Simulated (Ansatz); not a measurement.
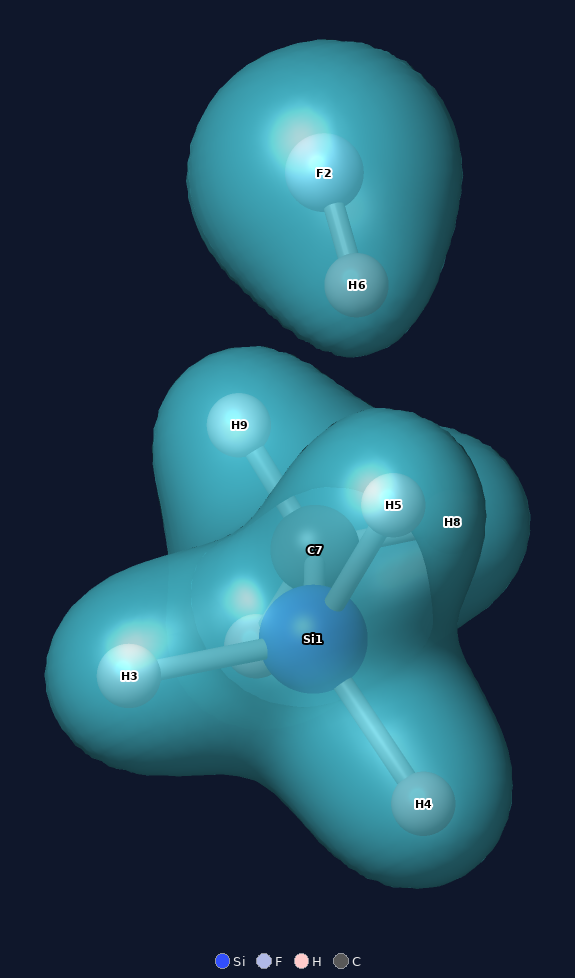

CH6Si···HF. Isosurface of the total electron density at 0.2 e/Å³ (cyan), seen at an oblique angle.

The product side of a reaction path; geometry: PBE0-D4/def2-TZVP.

Theory: Ansatz, RKS PBE0-D4/def2-TZVPP.

```xyz
10

Si   -0.8870    0.0058   -0.5380
F     2.3053    1.4331   -0.4231
H    -0.7836   -0.7792   -1.7943
H    -2.3189    0.2536   -0.2298
H    -0.2861    1.3528   -0.8181
H     1.3939    1.5056   -0.5832
C     0.0061   -0.8158    0.8770
H    -0.0725   -0.2152    1.7858
H     1.0653   -0.9410    0.6435
H    -0.4225   -1.7996    1.0803
```

Question: Which contacts does the surface bridge?

Answer: At this value the surface falls into two separate pieces. It bridges the sampled C–Si (1.86 Å), F–H (0.93 Å) and C–H (1.09 Å) contacts, where the density stays above the isovalue. It is pinched off along the sampled H···H (1.70 Å) contacts. On the grid the lowest density along these lines, outside the cores, is 0.14 e/Å³ (H···H, 1.70 Å), 0.83 e/Å³ (C–Si, 1.86 Å), 2.5 e/Å³ (F–H, 0.93 Å) and 1.9 e/Å³ (C–H, 1.09 Å).
